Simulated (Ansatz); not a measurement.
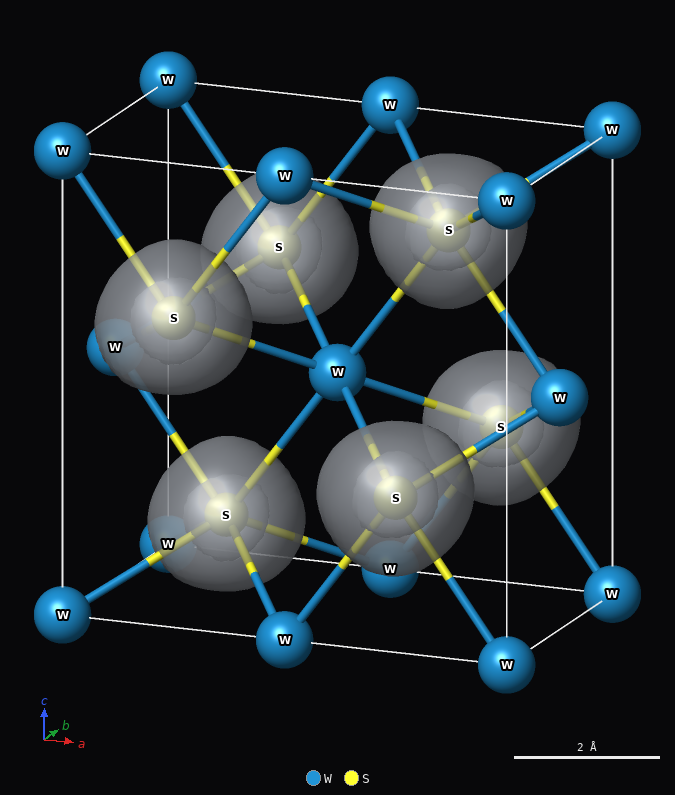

WS. Isosurface of the electron localisation function at 0.75 (grey), seen slightly off an axis. Core shells and regions of very low density are left out. Sticks mark near contacts.

Space group P6₃/mmc; started from the nickel arsenide prototype, which need not be the ambient phase; not relaxed (largest force 1.3 eV/Å); the SCF solution may not be the lowest one; Hubbard U of 6.2 eV on W d only; the program warned that a lower state may break the symmetry and another magnetic order may lie lower; spin-polarised.

Computed with Ansatz, DFT PBE+U, scalar-relativistic, plane waves, PAW.

Core electrons are frozen (PAW), and the valence fields are smoothed inside the atomic spheres.

Q: Where are the electrons localised?

A: At this value the surface marks out four regions wrapped around S (the valence shell of each), counted in one cell of 8 atoms. Any copies at cell faces, edges or corners count once. Profiles from the grid: W–S (2.77 Å): the ELF peaks at about 0.85 in the valence shell of S, 0.8 Å from its nucleus, and drops to about 0.25 between the two atoms.
